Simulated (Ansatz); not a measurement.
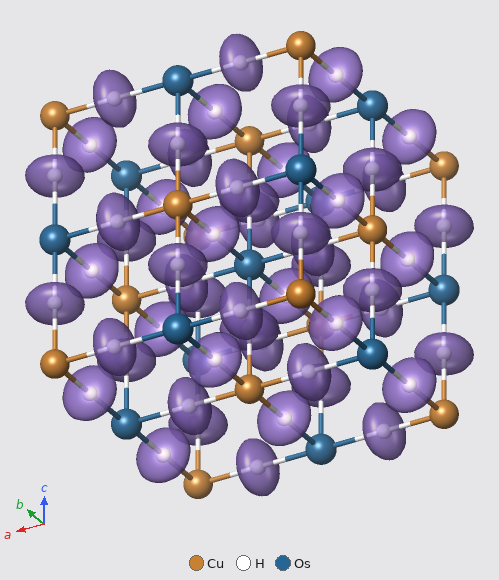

Figure. CuH6Os. Isosurface of the ELF at 0.8 (purple), seen at an oblique angle. Only the valence region is drawn (cores and ρ < 0.01 e/Å³ removed). Sticks mark near contacts.

Space group Fm-3m; a structure generated by program, which may or may not match a known phase; spin-polarised.

Level of theory: Ansatz, DFT PBE, scalar-relativistic, plane waves, PAW.

In a PAW calculation such maps are meaningful between the atoms, not at the nuclei.

### Identify the bonds, lone pairs and shells in this picture.

The surface consists of 24 regions around hydrogen nuclei, counted in one cell of 32 atoms. Regions shared between cells count once. Along the contacts the grid gives the following. Cu–H (1.64 Å): the ELF climbs to about 1 towards the hydrogen. Os–H (1.73 Å): the ELF climbs to about 1 towards the hydrogen.
